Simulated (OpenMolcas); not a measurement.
**One shape, several levels: triplet CH5BClNO**

Aim: a comparison of 5 runs (U-revPBE/6-31G*, UBLYP/6-31G*, UPBE0/6-31G*, UTPSS/6-31G*, UB3LYP/6-31G*) of triplet CH5BClNO. 

Program for the calculation: OpenMolcas 26.06.

1 further run of the same task is left out (set aside as unsound or not needed).

### Step 1. Starting point

The species is CH5BClNO (10 atoms), meant as a triplet with charge 0. As SMILES of the parent species, `NB(Cl)CO`. The coordinates come from a PBE0-D4/def2-TZVP relaxation. This is one conformer, not always the lowest. That shape belongs to the parent species and isn't relaxed for this state.

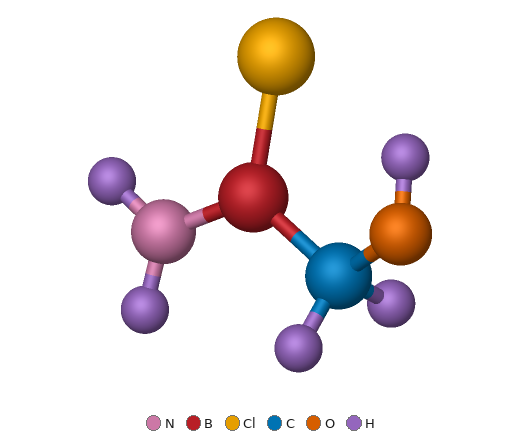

The structure, seen from a chosen angle (nitrogen pink, boron red, chlorine amber, carbon blue, oxygen orange, hydrogen purple).

### Step 2. The energy at U-revPBE/6-31G(d) (spherical functions) (run 1)

Input file coord.xyz:

```xyz
10

N     -1.481300     0.770100     0.263800
B     -0.131200     0.458300     0.272600
Cl     0.978400     1.531400     1.166200
C      0.484800    -0.764800    -0.509200
O      1.724500    -1.243900    -0.030200
H     -1.860400     1.585400     0.713900
H     -2.164100     0.196600    -0.201200
H     -0.217400    -1.606600    -0.495200
H      0.570000    -0.469000    -1.570200
H      2.179800    -0.508700     0.392200
```

Input file run.input:

```
* CH5BClNO Kohn-Sham DFT
>>> EXPORT MOLCAS_PRINT=2

&gateway
 baslib = $CurrDir
 coord = coord.xyz
 basis = 6-31Gs
 group = NoSym

&seward
 gridinput
 Grid=UltraFine
 End of Grid

&scf
 uhf
 spin = 3
 ksdft = revPBE
 thresholds = 1e-10 1e-07 1e-07 1e-05
 prorbitals = 1 2
```

The basis set 6-31G* is read from a file made from the Basis Set Exchange's data (not shown).

Command:

```bash
export MOLCAS_MEM=1860
pymolcas run.input > run.log
```

The program printed:

```text
--- Start Module: gateway ---
[...]
--- Stop Module: gateway /rc=_RC_ALL_IS_WELL_ ---
--- Start Module: seward ---
[...]
      Basis functions           84
--- Stop Module: seward /rc=_RC_ALL_IS_WELL_ ---
[...]
--- Start Module: scf ---
[...]
       Convergence after  34 Iterations
[...]
::    Total KS-DFT energy                            -655.8326355281
[...]
      Total spin, S                                     1.0013134627
[...]
      Total electronic charge=   48.000000
      Total            charge=   -0.000000
[...]
      Dipole Moment (debye):
      Origin of the operator (angstrom)=    0.4722    0.4246    0.4269
                   X= -2.5998E+00               Y= -1.1758E-01               Z= -1.2455E+00           Total=  2.8851E+00
      Quadrupole Moment (debye*angstrom):
[...]
--- Stop Module: scf /rc=_RC_ALL_IS_WELL_ ---
[...]
```

It took 91 s on 1 thread of AMD EPYC 7R43 (Zen 3), shared host; peak memory 0.46 GiB.

### Step 3. A single-point energy at UBLYP/6-31G(d) (spherical functions) (run 2)

Input file mol.input:

```
>>> EXPORT MOLCAS_PRINT=2

&GATEWAY
  BasLib=$CurrDir
  Coord
  10
  angstrom
  N       -1.481300       0.770100       0.263800
  B       -0.131200       0.458300       0.272600
  Cl       0.978400       1.531400       1.166200
  C        0.484800      -0.764800      -0.509200
  O        1.724500      -1.243900      -0.030200
  H       -1.860400       1.585400       0.713900
  H       -2.164100       0.196600      -0.201200
  H       -0.217400      -1.606600      -0.495200
  H        0.570000      -0.469000      -1.570200
  H        2.179800      -0.508700       0.392200
  Basis=6-31Gs
  Group=NoSym

&SEWARD
  GridInput
  Grid=UltraFine
  End of Grid

&SCF
  UHF
  Spin=3
  KSDFT=BLYP
  Thresholds=1e-10 1e-07 1e-07 1e-05
  PrOrbitals=1 1
```

The basis set 6-31G* is read from a file made from the Basis Set Exchange's data (not shown).

Command:

```bash
export MOLCAS_MEM=1860
pymolcas mol.input > mol.log
```

The program printed:

```text
--- Start Module: gateway ---
[...]
--- Stop Module: gateway /rc=_RC_ALL_IS_WELL_ ---
--- Start Module: seward ---
[...]
      Basis functions           84
--- Stop Module: seward /rc=_RC_ALL_IS_WELL_ ---
[...]
--- Start Module: scf ---
[...]
       Convergence after  37 Iterations
[...]
::    Total KS-DFT energy                            -655.8972592407
[...]
      Total spin, S                                     1.0011315705
[...]
      Total electronic charge=   48.000000
      Total            charge=   -0.000000
[...]
      Dipole Moment (debye):
      Origin of the operator (angstrom)=    0.4722    0.4246    0.4269
                   X= -2.5630E+00               Y= -4.8533E-02               Z= -1.1863E+00           Total=  2.8246E+00
      Quadrupole Moment (debye*angstrom):
[...]
--- Stop Module: scf /rc=_RC_ALL_IS_WELL_ ---
[...]
```

Wall time 1.8 min (1 thread of AMD EPYC 7R43 (Zen 3), shared host); peak memory 0.46 GiB.

Run 3 isn't shown in full; the table further down has it.

### Step 4. A single-point energy at UTPSS/6-31G(d) (spherical functions) (run 4)

Input file mol.xyz:

```xyz
10

N     -1.481300     0.770100     0.263800
B     -0.131200     0.458300     0.272600
Cl     0.978400     1.531400     1.166200
C      0.484800    -0.764800    -0.509200
O      1.724500    -1.243900    -0.030200
H     -1.860400     1.585400     0.713900
H     -2.164100     0.196600    -0.201200
H     -0.217400    -1.606600    -0.495200
H      0.570000    -0.469000    -1.570200
H      2.179800    -0.508700     0.392200
```

Input file run.inp:

```
&GATEWAY
  BasLib=$CurrDir
  Coord=mol.xyz
  Basis=6-31Gs
  Group=NoSym

&SEWARD
  GridInput
  Grid=UltraFine
  End of Grid

&SCF
  UHF
  Spin=3
  KSDFT=2
  1.0 MGGA_X_TPSS
  1.0 MGGA_C_TPSS
  Thresholds=1e-10 1e-07 1e-07 1e-05
  PrOrbitals=1 2
```

The basis set 6-31G* is read from a file made from the Basis Set Exchange's data (not shown).

Command:

```bash
export MOLCAS_MEM=1860
pymolcas run.inp > run.log
```

The program printed:

```text
--- Start Module: gateway ---
[...]
--- Stop Module: gateway /rc=_RC_ALL_IS_WELL_ ---
--- Start Module: seward ---
[...]
      Basis functions           84
--- Stop Module: seward /rc=_RC_ALL_IS_WELL_ ---
[...]
--- Start Module: scf ---
[...]
       Convergence after  34 Iterations
[...]
::    Total KS-DFT energy                            -656.0253523228
[...]
      Total spin, S                                     1.0018469471
[...]
      Total electronic charge=   48.000000
      Total            charge=   -0.000000
[...]
      Dipole Moment (debye):
      Origin of the operator (angstrom)=    0.4722    0.4246    0.4269
                   X= -2.8217E+00               Y= -6.6500E-02               Z= -1.2630E+00           Total=  3.0922E+00
      Quadrupole Moment (debye*angstrom):
[...]
--- Stop Module: scf /rc=_RC_ALL_IS_WELL_ ---
[...]
```

Wall time 2.3 min (1 thread of AMD EPYC 7R43 (Zen 3), shared host); peak memory 0.46 GiB.

### Step 5. The energy at UB3LYP/6-31G(d) (Cartesian functions) (run 5)

Input file calc.input:

```
* CH5BClNO Kohn-Sham DFT
>>> EXPORT MOLCAS_PRINT=2
&GATEWAY
BasLib = $CurrDir
Coord
10
angstrom
N       -1.481300       0.770100       0.263800
B       -0.131200       0.458300       0.272600
Cl       0.978400       1.531400       1.166200
C        0.484800      -0.764800      -0.509200
O        1.724500      -1.243900      -0.030200
H       -1.860400       1.585400       0.713900
H       -2.164100       0.196600      -0.201200
H       -0.217400      -1.606600      -0.495200
H        0.570000      -0.469000      -1.570200
H        2.179800      -0.508700       0.392200
Basis = 6-31Gs
Group = NoSym
&SEWARD
GridInput
Grid=UltraFine
End of Grid
&SCF
UHF
Spin = 3
KSDFT = B3LYP
Thresholds = 1e-10 1e-07 1e-07 1e-05
PrOrbitals = 1 2
```

The basis set 6-31G* is read from a file made from the Basis Set Exchange's data (not shown).

Command:

```bash
export MOLCAS_MEM=1860
pymolcas calc.input > calc.log
```

The program printed:

```text
--- Start Module: gateway ---
[...]
--- Stop Module: gateway /rc=_RC_ALL_IS_WELL_ ---
--- Start Module: seward ---
[...]
      Basis functions           89
--- Stop Module: seward /rc=_RC_ALL_IS_WELL_ ---
[...]
--- Start Module: scf ---
[...]
       Convergence after  26 Iterations
[...]
::    Total KS-DFT energy                            -655.9886022435
[...]
      Total spin, S                                     1.0019119735
[...]
      Total electronic charge=   48.000000
      Total            charge=   -0.000000
[...]
      Dipole Moment (debye):
      Origin of the operator (angstrom)=    0.4722    0.4246    0.4269
                   X= -3.0759E+00               Y=  5.8855E-02               Z= -1.2858E+00           Total=  3.3344E+00
      Quadrupole Moment (debye*angstrom):
[...]
--- Stop Module: scf /rc=_RC_ALL_IS_WELL_ ---
[...]
```

Run time: 1.8 min. Hardware: 1 thread of AMD EPYC 7R43 (Zen 3), shared host; peak memory 0.49 GiB.

### Step 6. All runs side by side

```csv
run,level,Cartesian functions,energy (Eh),dipole moment (D),HOMO energy (eV),⟨S²⟩,wall time
1,U-revPBE/6-31G* (spherical functions),no,-655.832636,2.89,-0.34,2.004,91 s
2,UBLYP/6-31G* (spherical functions),no,-655.897259,2.82,-0.12,2.003,1.8 min
3,UPBE0/6-31G* (spherical functions),no,-655.588820,3.58,-1.54,2.007,75 s
4,UTPSS/6-31G* (spherical functions),no,-656.025352,3.09,-0.47,2.006,2.3 min
5,UB3LYP/6-31G* (Cartesian functions),yes,-655.988602,3.33,-1.20,2.006,1.8 min
```

### Step 7. What came out

```
                                 quantity          value
                      run 5: total energy  -655.98860 Eh
                     run 5: dipole moment         3.33 D
run 5: HOMO energy (highest over α and β)       -1.20 eV
                              run 5: ⟨S²⟩          2.006
```

In words: The dipole moment (its size) runs from 2.82 D (UBLYP/6-31G*) to 3.58 D (UPBE0/6-31G*). Totals of different functionals can't be ranked against each other. All runs together took 8.6 min, the longest 2.3 min.
